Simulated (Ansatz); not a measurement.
## Single-point calculation, with input and output: C$_{2}$H$_{3}$Te (charge −1)

- system: C$_{2}$H$_{3}$Te, charge −1
- method: RKS PBE-D4/def2-TZVPPD (Ansatz 0.2.0)

The geometry comes from this level: PBE0-D4/def2-TZVPD.

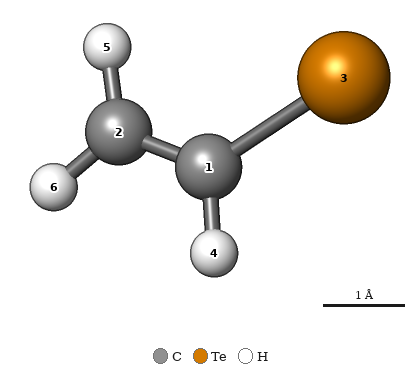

Fig. 1: The structure as given in the input (ball-and-stick view, seen at a tilt; atoms are numbered from 1 in the order of the input). Bond lengths as drawn: C–C 1.34 Å, C–H 1.09 Å and C–Te 2.10 Å.

Input file:
```yaml
crystal:
  periodic: [false, false, false]
  atoms:
    - {symbol: C, position_ang: [0.026095, -0.560881, 0.088663]}
    - {symbol: C, position_ang: [-0.295877, 0.721424, -0.110422]}
    - {symbol: Te, position_ang: [1.935503, -1.420623, 0.199169]}
    - {symbol: H, position_ang: [-0.792953, -1.269361, 0.212142]}
    - {symbol: H, position_ang: [0.464043, 1.486762, -0.242236]}
    - {symbol: H, position_ang: [-1.336811, 1.042679, -0.147317]}
basis:
  gaussian: {orbitals: "def2-TZVPPD.json"}
total_charge: -1
hamiltonian: {xc: pbe, dispersion: d4}
```

Machine: 2 threads of Arm Neoverse V1, 23 GiB of memory available, shared host.

Run as:
```bash
ansatz run in.yaml --threads 2 --pin off --events-out ev --progress --plain --max-ram 4352MiB
```

The program's output:
```
Functional definition: PBE
  name "PBE"
  cite "Perdew, Burke & Ernzerhof, Phys. Rev. Lett. 77, 3865 (1996) doi:10.1103/PhysRevLett.77.3865"
  parent pbe
  parameter kappa = 0.804
  parameter beta = 0.06672455060314922
  exchange = pbe_x(kappa = kappa, mu = beta*pi^2/3)
  correlation = pbe_c(beta = beta)
974 factors; their error is unknown
mean field evaluation 1: about -9410.7708 eV, gradient 4.0e1 eV
mean field evaluation 2: about -9399.0687 eV, gradient 7.2e1 eV
mean field evaluation 4: about -9414.5812 eV, gradient 6.2e0 eV
mean field evaluation 8: about -9414.6649 eV, gradient 2.4e-1 eV
mean field evaluation 16: about -9414.6455 eV, gradient 3.6e-4 eV
mean field -9414.64552008 eV, -345.9818413869 hartree, gradient 7.4e-5 eV, S^2 0.000000; 0 other end points of the search recorded, 0 dependent functions left out
reference -9414.64557872 eV, -345.9818435420 hartree; 20, 20 occupied and 164, 164 virtual orbitals, 974 factors
Total energy: -9414.78537429 eV, -345.9869809345 hartree
```

Key numbers:

| quantity | value |
| --- | --- |
| outcome | converged |
| total energy | −9414.7854 eV |
| mean-field energy | −9414.6456 eV |
| dispersion energy | −0.1398 eV |
| SCF solution under orbital rotations | stable |
| wall time | 2.4 s (CPU time 4.5 s) |
| peak memory | 0.18 GiB |
